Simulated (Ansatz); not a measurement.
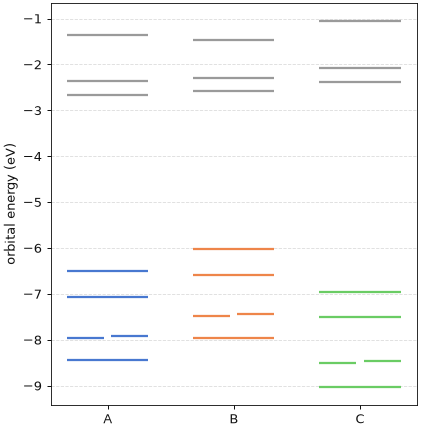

Frontier orbital energies of CH₄O₃SW, SMILES C[O][W@](=[O])([OH])=[S], singlet at one geometry, def2-TZVPP, the Ansatz code, at a PBE0-D4/def2-TZVP geometry (a minimum by its frequencies). Empty levels are grey, levels within 0.1 eV stand side by side; all columns show the same few orbitals around the gap.

> The columns come from BLYP, r2SCAN and r2SCANh. Which is which?

A: r2SCAN (HOMO −6.49, LUMO −2.66, separation 3.83 eV)
B: BLYP (HOMO −6.03, LUMO −2.58, separation 3.45 eV)
C: r2SCANh (HOMO −6.95, LUMO −2.39, separation 4.56 eV)

Caveats, for all or some of the runs: core potentials past krypton; one conformer of a flexible molecule; spin-orbit coupling is left out, and with W it can shift these levels and split any degenerate set.
